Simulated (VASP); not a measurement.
Data:

```
ZnS
1.0
    0.00000     2.69236     2.69236
    2.69236     0.00000     2.69236
    2.69236     2.69236     0.00000
Zn S
1 1
Direct
  0.00000   0.00000   0.00000
  0.25000   0.25000   0.25000
```

Level of theory: PBE GGA with D3 dispersion (zero damping), VASP's PBE PAW potentials (set 64) (plane waves; VASP 6.6.1). Run with 520 eV cut-off, 10×10×10 Γ-centred mesh, tetrahedra with Blöchl corrections, potentials Zn S.

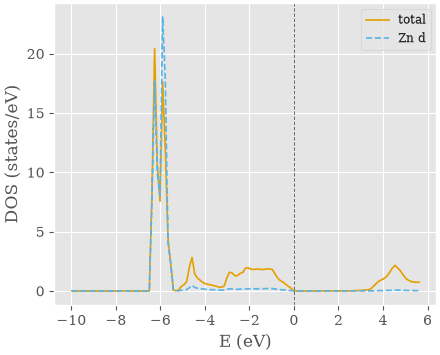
Total and projected density of states, zero at the valence-band maximum

Within 2 eV below the valence-band maximum the largest weight inside VASP's projection spheres is S p, then Zn d.

The gap is direct, 2.16 eV, from the valence maximum at Γ to the conduction minimum at Γ.

The compound is ZnS in the zinc blende structure. It was relaxed first.
